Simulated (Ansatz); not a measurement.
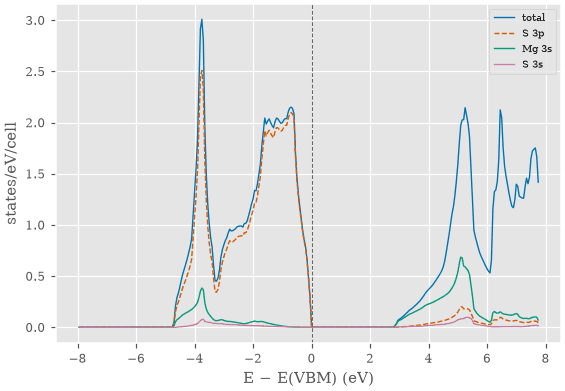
Fig. 1. Total and projected density of states of MgS (rock salt, Fm-3m), the program Ansatz at the PBE level (PAW)

### Question
Which orbitals carry the states next to the gap?

### Answer
Top 1 eV of the valence band: S 3p 97 %. Bottom 1 eV of the conduction band: Mg 3s 75 %, S 3p 7 %, outside the projected shells 14 %. Projections are on Löwdin-orthogonalised atomic valence shells; empty p or d shells of many metals are not among them.

### Question
Where is the tallest occupied peak in this window, and what makes it?

### Answer
Near -3.8 eV, about 3.0 states/eV per cell; the largest projected share is S 3p.

The PBE relaxation kept the symmetry of its start.

Potentials: the later of the program's two PAW sets.
